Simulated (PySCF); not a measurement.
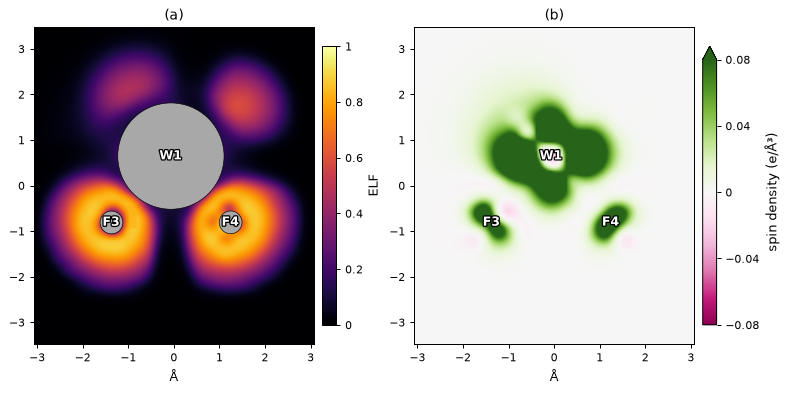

Figure. F₃OW (charge −1, triplet). (a) electron localisation function; (b) spin density on the plane of atoms F3, W1 and F4. Grey discs cover the atomic cores in the ELF map.

Core potentials replace the inner electrons of W; the highest occupied orbital lies above zero, a sign that basis and functional describe the outermost electron poorly.

Level of theory: UKS B3LYP, W def2-SVP with ECP60, O def2-SVP, F def2-SVP; non-relativistic Hamiltonian with scalar-relativistic core potentials where named; density fitting in PySCF 2.14.0.

The calculation's input:

```
mol = gto.M(atom='''
W     -0.14571     0.03488     0.06438
O      0.73090     1.08316     1.12187
F     -0.55615    -1.53034     1.16114
F      0.30696    -1.29765    -1.29593
F     -0.58199     1.15327    -1.47829''',
    basis={'W': 'def2-SVP', 'O': 'def2-SVP', 'F': 'def2-SVP'},
    ecp={'W': 'def2-SVP'},
    charge=-1, spin=2)
mf = dft.UKS(mol, xc='B3LYP')
mf.grids.atom_grid = (75, 302)  # f atoms: at least (60, 302), unpruned
mf = mf.density_fit()  # W def2-universal-JKFIT, O def2-universal-JKFIT, F def2-universal-JKFIT
mf.conv_tol = 1e-09; mf.max_cycle = 55
mf.kernel(dm0)
```

Run with:

```sh
OMP_NUM_THREADS=2 python run.py
```

What does the map show?

- Atoms in the plane: W and F.
- W–F (1.95 Å): the ELF peaks at about 0.85 in the valence shell of F, 0.5 Å from its nucleus, and drops to about 0.15 between the two atoms.
- The unpaired spin (2 electrons) lies mostly on W1 (about 1.8), F3 (about 0.1) and F5 (about 0.1), in electrons by Hirshfeld's partition.
